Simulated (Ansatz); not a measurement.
# C2H7Al: molecular dynamics

Aim: follow the molecule's vibrations and see whether its bonds hold. The start is relaxed first. Runs: 500 steps of 0.5 fs at constant energy, with velocities drawn for 400 K.

All numbers below are computed with Ansatz 0.2.0 (RKS B3LYP/6-31G*).

## Step 1: The structure to begin with

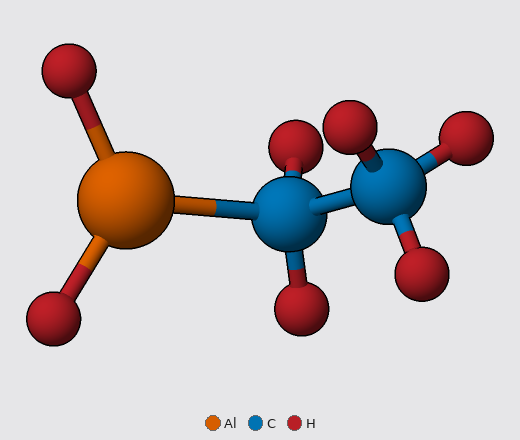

The starting structure, seen from a chosen angle (aluminium orange, carbon blue, hydrogen red).

Structure file:

```xyz
10

Al    0.0000    0.0000    0.0000
C     0.0000    0.0000    1.9700
H    -0.9996   -0.3092    2.3405
H     0.7676   -0.7111    2.3405
C     0.3177    1.3971    2.4774
H     0.9159    1.3257    3.4096
H     0.8975    1.9479    1.7076
H    -0.6280    1.9396    2.6859
H     1.3510    0.0000   -0.7800
H    -1.3510    0.0000   -0.7800
```

## Step 2: Relaxing the start

File input.yaml:

```yaml
crystal:
  periodic: [false, false, false]
  atoms:
    - { symbol: Al, position_ang: [0.0, 0.0, 0.0] }
    - { symbol: C, position_ang: [0.0, 0.0, 1.97] }
    - { symbol: H, position_ang: [-0.9996, -0.3092, 2.3405] }
    - { symbol: H, position_ang: [0.7676, -0.7111, 2.3405] }
    - { symbol: C, position_ang: [0.3177, 1.3971, 2.4774] }
    - { symbol: H, position_ang: [0.9159, 1.3257, 3.4096] }
    - { symbol: H, position_ang: [0.8975, 1.9479, 1.7076] }
    - { symbol: H, position_ang: [-0.628, 1.9396, 2.6859] }
    - { symbol: H, position_ang: [1.351, 0.0, -0.78] }
    - { symbol: H, position_ang: [-1.351, 0.0, -0.78] }
basis:
  gaussian: { orbitals: "6-31G*" }
hamiltonian:
  xc: b3lyp
relax:
  f_tol: 0.02
  max_steps: 40
```

Started as:

```
ansatz run input.yaml --threads 1 --pin off --max-ram 2048MiB --backend cpu --events-out ev --progress --plain --runs-dir out
```

The log of the run (excerpt; [...] marks lines left out):

```text
Warning: RAYON_NUM_THREADS=1 ignored (pool sized by the plan → 1); use --threads N
[...]
Functional definition: B3LYP
[...]
739 factors; integrals over basis functions are off by at most 5.5e-4 eV
[...]
mean field -8784.75374997 eV, -322.8337457915 hartree, gradient 1.3e-5 eV, S^2 0.000000; 0 other end points of the search recorded, 0 dependent functions left out
[...]
reference -8784.75400053 eV, -322.8337549993 hartree; 16, 16 occupied and 47, 47 virtual orbitals, 739 factors
relax step   1: F+E_penalty+E_count = -8784.75374997 eV  Δ(F+E_penalty+E_count) = +0.000e0 eV  max|allowed force component| = 1.060e0 eV/Å  Δτ_max = 0.0000 Å  (22 SCF iters, accepted)
[...]
relax step   5: F+E_penalty+E_count = -8784.94025757 eV  Δ(F+E_penalty+E_count) = -5.308e-3 eV  max|allowed force component| = 2.669e-2 eV/Å  Δτ_max = 0.0944 Å  (21 SCF iters, accepted)
[...]
relax step   9: F+E_penalty+E_count = -8784.94138996 eV  Δ(F+E_penalty+E_count) = +6.011e-4 eV  max|allowed force component| = 1.449e-1 eV/Å  Δτ_max = 0.0522 Å  (24 SCF iters, rejected (line search))
[...]
relax step  13: F+E_penalty+E_count = -8784.94348856 eV  Δ(F+E_penalty+E_count) = +1.531e-3 eV  max|allowed force component| = 2.255e-1 eV/Å  Δτ_max = 0.1643 Å  (22 SCF iters, rejected (line search))
[...]
relax step  15: F+E_penalty+E_count = -8784.94657630 eV  Δ(F+E_penalty+E_count) = -1.557e-3 eV  max|allowed force component| = 4.045e-2 eV/Å  Δτ_max = 0.0399 Å  (22 SCF iters, accepted)
[...]
relax step  16: F+E_penalty+E_count = -8784.94775768 eV  Δ(F+E_penalty+E_count) = -1.181e-3 eV  max|allowed force component| = 7.111e-2 eV/Å  Δτ_max = 0.0823 Å  (23 SCF iters, accepted)
[...]
739 factors; integrals over basis functions are off by at most 4.2e-4 eV
[...]
```

## Step 3: The log goes on: start relaxed

The log, continued (excerpt; [...] marks lines left out):

```text
mean field -8784.94855555 eV, -322.8409047644 hartree, gradient 2.9e-5 eV, S^2 0.000000; 0 other end points of the search recorded, 0 dependent functions left out
[...]
reference -8784.94880666 eV, -322.8409139924 hartree; 16, 16 occupied and 47, 47 virtual orbitals, 739 factors
relax step  17: F+E_penalty+E_count = -8784.94855555 eV  Δ(F+E_penalty+E_count) = -7.979e-4 eV  max|allowed force component| = 1.229e-1 eV/Å  Δτ_max = 0.0982 Å  (22 SCF iters, accepted)
[...]
relax step  20: F+E_penalty+E_count = -8784.95542732 eV  Δ(F+E_penalty+E_count) = -1.844e-3 eV  max|allowed force component| = 1.096e-1 eV/Å  Δτ_max = 0.1477 Å  (22 SCF iters, accepted)
[...]
relax step  23: F+E_penalty+E_count = -8784.95985684 eV  Δ(F+E_penalty+E_count) = -2.175e-3 eV  max|allowed force component| = 4.251e-2 eV/Å  Δτ_max = 0.0397 Å  (23 SCF iters, accepted)
[...]
Atom 0 at    -0.142718    -0.009471    -0.050871 Å, force    -0.001801     0.003488    -0.007231 eV/Å
Atom 1 at    -0.123951     0.110846     1.918656 Å, force     0.001768    -0.006699     0.004697 eV/Å
Atom 2 at    -1.165225     0.019767     2.268010 Å, force     0.002178     0.000500    -0.000871 eV/Å
Atom 3 at     0.363193    -0.801576     2.300119 Å, force    -0.002233     0.004787    -0.001077 eV/Å
Atom 4 at     0.532980     1.356126     2.543046 Å, force    -0.000060     0.001574    -0.000158 eV/Å
Atom 5 at     0.501636     1.330822     3.640488 Å, force     0.000613     0.000332    -0.002648 eV/Å
Atom 6 at     1.586018     1.448490     2.250987 Å, force    -0.003557    -0.000378     0.001594 eV/Å
Atom 7 at     0.033253     2.279528     2.226332 Å, force     0.002138    -0.002412    -0.000266 eV/Å
Atom 8 at     0.512963     1.121221    -0.966693 Å, force    -0.002507    -0.005590     0.003486 eV/Å
Atom 9 at    -0.827048    -1.265753    -0.758575 Å, force     0.003460     0.004397     0.002475 eV/Å
Dipole moment:    -0.002721     0.001334     0.157730 e Å
```

Wall time 59 s (1 thread of Arm Neoverse V2, shared host); peak memory 0.12 GiB.

Relaxation path:

| step | energy from step 1 (eV) | largest force component (eV/Å) |
| --- | --- | --- |
| 1 | 0.0000 | 1.0601 |
| 2 | -0.1265 | 0.4943 |
| 3 | -0.1541 | 0.2790 |
| 4 | -0.1812 | 0.0846 |
| 5 | -0.1865 | 0.0267 |
| 6x | -0.1524 | 0.5009 |
| 7 | -0.1874 | 0.0143 |
| 8 | -0.1882 | 0.0496 |
| 9x | -0.1876 | 0.1449 |
| 10 | -0.1889 | 0.0269 |
| 11 | -0.1900 | 0.0531 |
| 12 | -0.1913 | 0.0746 |
| 13x | -0.1897 | 0.2255 |
| 14x | -0.1850 | 0.2976 |
| 15 | -0.1928 | 0.0405 |
| 16 | -0.1940 | 0.0711 |
| 17 | -0.1948 | 0.1229 |
| 18 | -0.1961 | 0.0996 |
| 19 | -0.1998 | 0.0881 |
| 20 | -0.2017 | 0.1096 |
| 21 | -0.2032 | 0.0628 |
| 22 | -0.2039 | 0.1301 |
| 23 | -0.2061 | 0.0425 |
| 24 | -0.2069 | 0.0118 |
| 25 | -0.2074 | 0.0543 |
| 26 | -0.2077 | 0.0256 |
| 27 | -0.2080 | 0.0205 |
| 28 | -0.2082 | 0.0119 |
| 29 | -0.2082 | 0.0072 |

Step 1 is the start. 4 steps were tried and not accepted (6, 9, 13, 14; marked x where the table lists them).

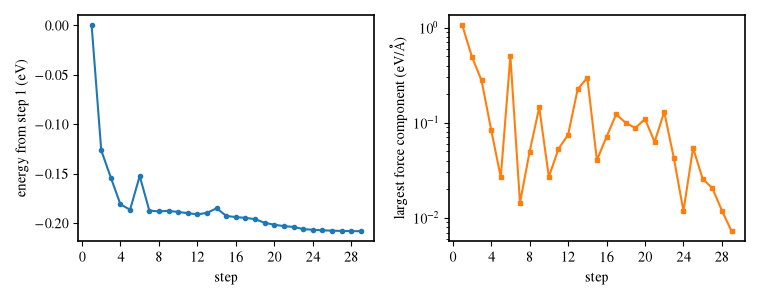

Energy and largest force along the relaxation.

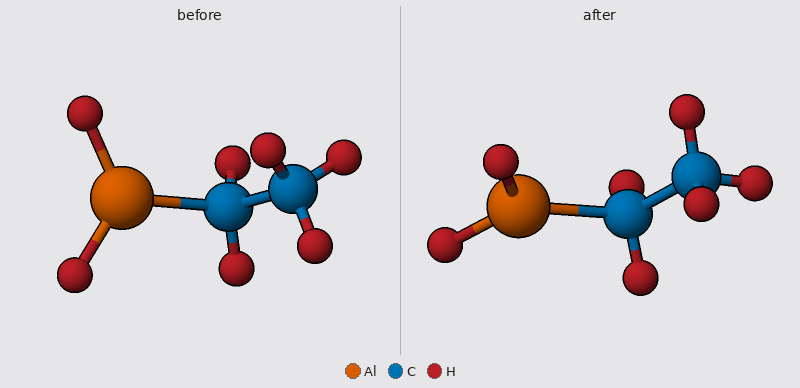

The structure before (left) and after (right), drawn at the same scale.

After: Bond lengths: Al1–C2 1.973 Å, C2–H3 1.102 Å, C2–H4 1.102 Å, C2–C5 1.540 Å, C5–H6 1.098 Å, C5–H7 1.097 Å, C5–H8 1.097 Å, Al1–H9 1.596 Å, Al1–H10 1.596 Å. Angles (14 of 15 angles, heavy atoms first): Al1–C2–C5 117.3°, Al1–C2–H3 107.6°, Al1–C2–H4 107.4°, H3–C2–C5 110.0°, H4–C2–C5 109.9°, C2–Al1–H9 121.7°, C2–Al1–H10 119.6°, C2–C5–H6 112.0°, C2–C5–H7 111.7°, C2–C5–H8 111.7°, H3–C2–H4 103.9°, H9–Al1–H10 118.6°, H6–C5–H7 107.2°, H6–C5–H8 107.2°.

## Step 4: The run

500 steps of 0.5 fs at constant energy, with velocities drawn for 400 K, from the relaxed start.

File input.yaml:

```yaml
crystal:
  periodic: [false, false, false]
  atoms:
    - { symbol: Al, position_ang: [-0.142718, -0.009471, -0.050871] }
    - { symbol: C, position_ang: [-0.123951, 0.110846, 1.918656] }
    - { symbol: H, position_ang: [-1.165225, 0.019767, 2.26801] }
    - { symbol: H, position_ang: [0.363193, -0.801576, 2.300119] }
    - { symbol: C, position_ang: [0.53298, 1.356126, 2.543046] }
    - { symbol: H, position_ang: [0.501636, 1.330822, 3.640488] }
    - { symbol: H, position_ang: [1.586018, 1.44849, 2.250987] }
    - { symbol: H, position_ang: [0.033253, 2.279528, 2.226332] }
    - { symbol: H, position_ang: [0.512963, 1.121221, -0.966693] }
    - { symbol: H, position_ang: [-0.827048, -1.265753, -0.758575] }
basis:
  gaussian: { orbitals: "6-31G*" }
hamiltonian:
  xc: b3lyp
md:
  timestep: 0.5
  n_steps: 500
  ensemble: nve
  temperature: 400.0
  initial_velocities: maxwell_boltzmann
  seed: 22779
```

Started as:

```
ansatz run input.yaml --threads 1 --pin off --max-ram 2048MiB --backend cpu --events-out ev --progress --plain --runs-dir out
```

The log of the run (excerpt; [...] marks lines left out):

```text
Warning: RAYON_NUM_THREADS=1 ignored (pool sized by the plan → 1); use --threads N
[...]
[... 1 set-up line as earlier in the session ...]
[...]
737 factors; integrals over basis functions are off by at most 4.2e-4 eV
[...]
mean field -8784.96200169 eV, -322.8413989008 hartree, gradient 4.2e-5 eV, S^2 0.000000; 0 other end points of the search recorded, 0 dependent functions left out
[...]
reference -8784.96225156 eV, -322.8414080837 hartree; 16, 16 occupied and 47, 47 virtual orbitals, 737 factors
md step     0: t =     0.00 fs  T =   400.0 K  F+E_penalty+E_count = -8784.96200169 eV  E_kin = 0.413632 eV  conserved = -8784.54836969 eV  (22 SCF iters)
[...]
md step    20: t =    10.00 fs  T =   194.3 K  F+E_penalty+E_count = -8784.74827758 eV  E_kin = 0.200886 eV  conserved = -8784.54739178 eV  (22 SCF iters)
[...]
md step    40: t =    20.00 fs  T =   162.0 K  F+E_penalty+E_count = -8784.71316243 eV  E_kin = 0.167520 eV  conserved = -8784.54564276 eV  (23 SCF iters)
[...]
md step    60: t =    30.00 fs  T =   161.3 K  F+E_penalty+E_count = -8784.71190311 eV  E_kin = 0.166837 eV  conserved = -8784.54506644 eV  (24 SCF iters)
[...]
md step    80: t =    40.00 fs  T =   184.2 K  F+E_penalty+E_count = -8784.73687824 eV  E_kin = 0.190522 eV  conserved = -8784.54635606 eV  (23 SCF iters)
md step    81: t =    40.50 fs  T =   154.2 K  F+E_penalty+E_count = -8784.70507434 eV  E_kin = 0.159457 eV  conserved = -8784.54561746 eV  (23 SCF iters)
```

## Step 5: The log goes on: dynamics from the start

Output, continued (excerpt; [...] marks lines left out):

```text
md step    82: t =    41.00 fs  T =   138.3 K  F+E_penalty+E_count = -8784.68812252 eV  E_kin = 0.142987 eV  conserved = -8784.54513539 eV  (23 SCF iters)
[...]
md step   108: t =    54.00 fs  T =   261.3 K  F+E_penalty+E_count = -8784.81785816 eV  E_kin = 0.270194 eV  conserved = -8784.54766444 eV  (22 SCF iters)
[...]
md step   134: t =    67.00 fs  T =   230.6 K  F+E_penalty+E_count = -8784.78463030 eV  E_kin = 0.238411 eV  conserved = -8784.54621956 eV  (22 SCF iters)
[...]
md step   160: t =    80.00 fs  T =   186.5 K  F+E_penalty+E_count = -8784.73926577 eV  E_kin = 0.192899 eV  conserved = -8784.54636628 eV  (24 SCF iters)
[...]
md step   186: t =    93.00 fs  T =   164.4 K  F+E_penalty+E_count = -8784.71666768 eV  E_kin = 0.170006 eV  conserved = -8784.54666185 eV  (23 SCF iters)
md step   187: t =    93.50 fs  T =   168.4 K  F+E_penalty+E_count = -8784.72104913 eV  E_kin = 0.174138 eV  conserved = -8784.54691066 eV  (22 SCF iters)
```

## Step 6: The output, continued: dynamics from the start

Output, continued (excerpt; [...] marks lines left out):

```text
md step   188: t =    94.00 fs  T =   166.5 K  F+E_penalty+E_count = -8784.71909249 eV  E_kin = 0.172142 eV  conserved = -8784.54695091 eV  (22 SCF iters)
[...]
md step   209: t =   104.50 fs  T =   288.0 K  F+E_penalty+E_count = -8784.84474231 eV  E_kin = 0.297769 eV  conserved = -8784.54697358 eV  (23 SCF iters)
[...]
md step   230: t =   115.00 fs  T =   170.8 K  F+E_penalty+E_count = -8784.72303979 eV  E_kin = 0.176578 eV  conserved = -8784.54646202 eV  (22 SCF iters)
[...]
md step   251: t =   125.50 fs  T =   153.6 K  F+E_penalty+E_count = -8784.70487388 eV  E_kin = 0.158805 eV  conserved = -8784.54606894 eV  (22 SCF iters)
[...]
md step   499: t =   249.50 fs  T =   293.2 K  F+E_penalty+E_count = -8784.85094218 eV  E_kin = 0.303200 eV  conserved = -8784.54774169 eV  (23 SCF iters)
[...]
Atom 0 at    -0.142292    -0.003452    -0.036951 Å, force    -0.307307    -0.406520    -0.874792 eV/Å
Atom 1 at    -0.128035     0.125968     1.885207 Å, force     0.289755     0.174689     0.505331 eV/Å
Atom 2 at    -1.111877     0.001959     2.324660 Å, force    -0.786433     0.172543    -0.170957 eV/Å
Atom 3 at     0.325969    -0.788586     2.266558 Å, force     0.538524    -0.366483    -0.016319 eV/Å
Atom 4 at     0.544573     1.343168     2.537310 Å, force    -1.298522     0.056968     0.520087 eV/Å
Atom 5 at     0.360100     1.299801     3.627616 Å, force     0.497528     0.141360    -0.201668 eV/Å
Atom 6 at     1.590489     1.387794     2.314414 Å, force     0.882451     0.069321     0.056705 eV/Å
Atom 7 at     0.092584     2.286339     2.200966 Å, force     0.060578    -0.043746    -0.084258 eV/Å
Atom 8 at     0.348058     1.174107    -1.035288 Å, force    -0.070473    -0.239096     0.221862 eV/Å
Atom 9 at    -0.701398    -1.415827    -0.643935 Å, force     0.193899     0.440963     0.044009 eV/Å
Dipole moment:     0.018625     0.036037     0.185461 e Å
```

It took 15 min on 1 thread of Arm Neoverse V2, shared host; peak memory 0.12 GiB.

## Step 7: What the atoms did

The trajectory, every 36 steps (energies from step 0):

| time (fs) | T (K) | potential energy change (meV/atom) | total energy change (meV/atom) |
| --- | --- | --- | --- |
| 0.0 | 400 | 0.0 | 0.00 |
| 18.0 | 177 | 23.3 | 0.18 |
| 36.0 | 189 | 22.1 | 0.27 |
| 54.0 | 261 | 14.4 | 0.07 |
| 72.0 | 235 | 17.2 | 0.13 |
| 90.0 | 159 | 25.1 | 0.19 |
| 108.0 | 271 | 13.5 | 0.14 |
| 126.0 | 152 | 25.9 | 0.22 |
| 144.0 | 200 | 20.9 | 0.23 |
| 162.0 | 262 | 14.3 | 0.09 |
| 180.0 | 175 | 23.4 | 0.21 |
| 198.0 | 118 | 29.5 | 0.31 |
| 216.0 | 233 | 17.4 | 0.15 |
| 234.0 | 182 | 22.7 | 0.16 |
| 250.0 | 287 | 11.8 | 0.05 |

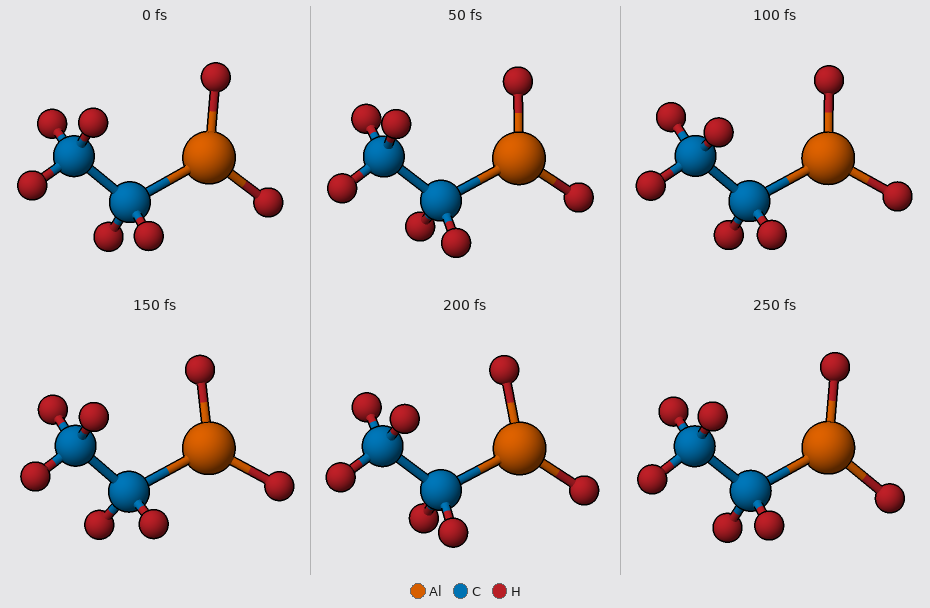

The system at six times, viewed from a chosen angle. Sticks join atoms within a bonding distance in each frame.

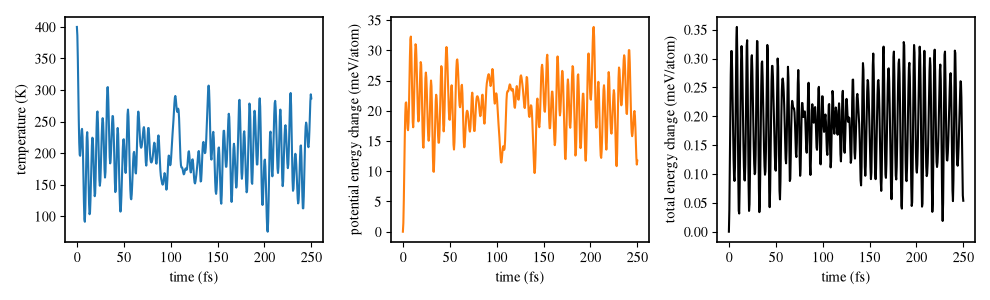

Time series of the run, each on its own scale.

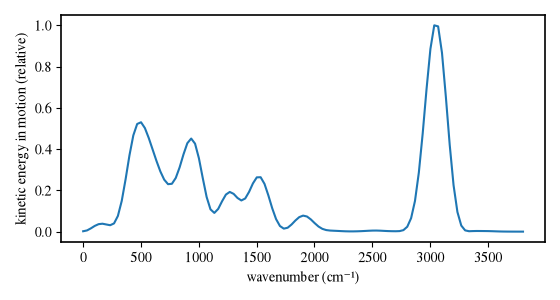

Power spectrum of the mass-weighted velocities; a run of 250 fs resolves no finer than about 270 cm⁻¹.

Maxima of the velocity power spectrum (cm⁻¹, relative height; resolution about 270 cm⁻¹): 500 (53), 930 (45), 1270 (19), 1530 (26), 3040 (100).

## Step 8: Frames from the trajectory

Extended XYZ, with forces in eV/Å:

```xyz
10
time_fs=31.0 T=200 dE=0.2091
Al   -0.158   -0.008   -0.054    0.577   -0.035    0.509
C    -0.110    0.115    1.897   -0.686   -0.294    0.784
H    -1.202   -0.040    2.193    0.981    0.392    0.013
H     0.394   -0.752    2.364   -0.212   -0.166   -0.390
C     0.533    1.350    2.558    1.129    0.417   -2.628
H     0.418    1.395    3.586   -0.407   -0.048    2.371
H     1.645    1.385    2.366   -0.850   -0.246    0.094
H     0.177    2.302    2.147   -0.231    0.017   -0.025
H     0.497    1.165   -0.868   -0.048    0.211   -0.382
H    -0.674   -1.354   -0.657   -0.254   -0.247   -0.347
10
time_fs=62.5 T=169 dE=0.2412
Al   -0.137   -0.013   -0.071   -0.149   -0.113    0.627
C    -0.117    0.101    1.935   -0.620    0.461    0.103
H    -1.244    0.073    2.088    0.830    0.157    0.179
H     0.260   -0.755    2.511   -0.123   -0.272   -0.432
C     0.546    1.364    2.575    1.013   -0.638   -3.026
H     0.438    1.424    3.607   -0.185   -0.086    2.199
H     1.655    1.274    2.315   -1.204    0.564    0.510
H     0.139    2.296    2.159    0.251   -0.033   -0.116
H     0.111    1.252   -1.003    0.118    0.045    0.023
H    -0.754   -1.321   -0.732    0.070   -0.086   -0.067
10
time_fs=94.0 T=166 dE=0.2429
Al   -0.159   -0.007   -0.028    0.718   -0.086   -1.336
C    -0.166    0.137    1.888   -0.036    0.457    0.381
H    -1.184   -0.012    2.249   -0.317    0.167    0.277
H     0.348   -0.773    2.203    0.148   -0.277    0.186
C     0.548    1.347    2.543    2.196   -0.308   -1.268
H     0.506    1.302    3.619   -0.270    0.209    0.654
H     1.681    1.246    2.301   -1.567    0.209    0.359
H     0.300    2.361    2.173   -0.365   -0.526    0.193
H     0.320    1.173   -1.025   -0.253   -0.006    0.251
H    -0.221   -1.430   -0.802   -0.254    0.160    0.304
10
time_fs=125.0 T=161 dE=0.2496
Al   -0.124   -0.010   -0.056   -0.379   -0.235    0.096
C    -0.159    0.093    1.955    0.997    1.031   -1.026
H    -1.202    0.276    2.061   -1.536   -0.040    0.380
H     0.050   -0.846    2.461    0.262   -0.096    0.197
C     0.563    1.349    2.530    1.262   -0.259    0.923
H     0.577    1.404    3.666    0.019   -0.397   -1.069
H     1.650    1.346    2.192   -1.136    0.323    0.491
H     0.093    2.311    2.253    0.156   -0.423   -0.411
H    -0.082    1.318   -0.970    0.146   -0.138    0.212
H    -0.525   -1.378   -0.836    0.210    0.234    0.207
10
time_fs=156.0 T=221 dE=0.1864
Al   -0.150   -0.009   -0.047    0.090    0.225    0.346
C    -0.188    0.141    1.909    0.112   -0.616    0.192
H    -1.178    0.014    2.397    0.246    0.221   -0.342
H     0.315   -0.829    2.160   -0.038    0.496    0.188
C     0.575    1.347    2.527   -0.487   -1.165    1.297
H     0.465    1.261    3.662    0.091    0.699   -1.268
H     1.643    1.309    2.334    0.327   -0.088   -0.198
H     0.213    2.288    2.119   -0.200    0.294    0.334
H     0.240    1.291   -0.860   -0.034    0.055   -0.305
H    -0.227   -1.461   -0.662   -0.107   -0.121   -0.245
10
time_fs=187.5 T=170 dE=0.2403
Al   -0.132   -0.007   -0.050   -0.336    0.009    0.320
C    -0.132    0.106    1.919   -0.547   -0.303    0.592
H    -1.245    0.202    2.201    1.201   -0.273   -0.388
H     0.201   -0.850    2.411   -0.230    0.661   -0.398
C     0.569    1.335    2.528   -2.817    0.009    1.964
H     0.339    1.421    3.637    0.666   -0.412   -0.819
H     1.593    1.456    2.370    1.966   -0.116   -0.336
H     0.072    2.227    2.182   -0.075    0.610   -0.640
H     0.063    1.255   -0.979    0.172    0.182   -0.072
H    -0.639   -1.335   -0.710    0.000   -0.367   -0.224
10
time_fs=219.0 T=161 dE=0.2506
Al   -0.150   -0.017   -0.058   -0.022    0.098   -0.271
C    -0.133    0.118    1.917    0.168   -0.178    0.855
H    -1.181    0.124    2.350    0.852   -0.266   -0.612
H     0.367   -0.779    2.350   -0.472    0.093   -0.292
C     0.565    1.355    2.554   -3.055   -0.548    1.182
H     0.351    1.342    3.657    0.075    0.257   -0.729
H     1.587    1.460    2.481    2.628   -0.192   -0.645
H     0.114    2.230    2.118   -0.160    0.804    0.060
H     0.279    1.183   -1.035    0.020    0.041    0.235
H    -0.600   -1.309   -0.881   -0.033   -0.109    0.216
10
time_fs=250.0 T=287 dE=0.1175
Al   -0.142   -0.004   -0.037   -0.307   -0.406   -0.875
C    -0.128    0.126    1.885    0.290    0.175    0.505
H    -1.112    0.002    2.325   -0.786    0.172   -0.171
H     0.326   -0.789    2.267    0.538   -0.366   -0.016
C     0.545    1.343    2.537   -1.298    0.057    0.520
H     0.360    1.300    3.628    0.497    0.141   -0.202
H     1.591    1.388    2.314    0.882    0.069    0.057
H     0.093    2.286    2.201    0.061   -0.044   -0.084
H     0.348    1.174   -1.035   -0.070   -0.239    0.222
H    -0.701   -1.416   -0.644    0.194    0.441    0.044
```

## Step 9: Results

| quantity | value |
| --- | --- |
| relaxation of the start | 24 moves, 0.208 eV lower |
| length | 500 steps of 0.5 fs |
| temperature, first and last step | 400 and 287 K |
| temperature, second half | mean 199 K, from 76 to 307 K |
| potential energy, second half | +21 meV/atom from the start |
| largest change of the total energy | 0.35 meV/atom |
| bonds formed or broken | 0 |

What this shows: The temperature starts at 400 K and averages 199 K in the second half, where it ranges from 76 to 307 K; a mean near half the start is what vibrations about a minimum give, since they share energy equally between motion and strain. The total energy strays from its start by at most 0.35 meV/atom, 1.7 % of the mean kinetic energy, which is good for a step of 0.5 fs. The bonds all hold. Averages from a run of 250 fs with 10 atoms are rough. The nuclei move classically, without zero-point motion, which matters most for hydrogen.
